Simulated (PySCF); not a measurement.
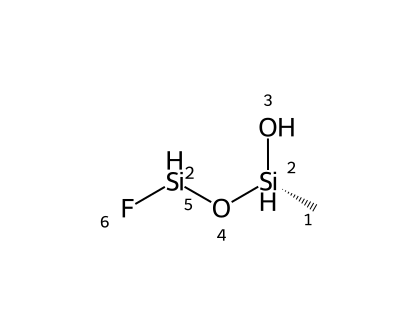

A structural formula, with wedges where it has stereocentres; small numbers name the atoms. The configuration is that of a computed structure (PBE0-D3(BJ)/def2-SVP).

Question: What are the Cahn–Ingold–Prelog descriptors?

Answer: Si2: S.

Question: Give a SMILES with the stereochemistry.

Answer: C[Si@@H](O)O[SiH2]F
